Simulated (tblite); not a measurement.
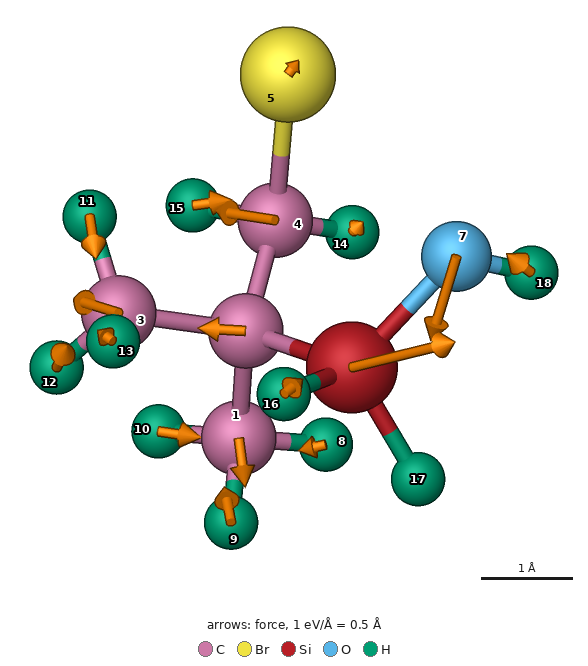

Starting geometry of C4H11BrOSi with the computed forces as orange arrows. The picture is a ball-and-stick view, seen at a tilt.

All numbers below come from GFN2-xTB geometry optimisation, gas phase in tblite. 

**What follows when this structure is relaxed?**

It isn't relaxed: the largest force vector, on the Si atom, is 3.34 eV/Å. The final displacements follow the starting forces only in part (cosine between the two patterns 0.31). After 147 geometry steps the energy has fallen by 23.2 kcal/mol. The largest move after the best rigid fit is that of an H atom, 1.07 Å. Largest moves by element: H 1.07 Å, O 0.99 Å, C 0.17 Å, Br 0.14 Å, Si 0.11 Å. Near-neighbour distances that change, for instance: Br–Si 3.489 → 3.380 Å, C–Si 1.840 → 1.930 Å, O–Si 1.712 → 1.623 Å, H–Si 1.500 → 1.461 Å. Among the angles between lasting bonds that change: Si–O–H 110.3° → 121.6°, H–Si–H 105.6° → 114.6°, C–C–H 104.5° → 112.0°. Groups turn about O–Si by about 165°, C–C by about 45°, C–Si by about 40°.
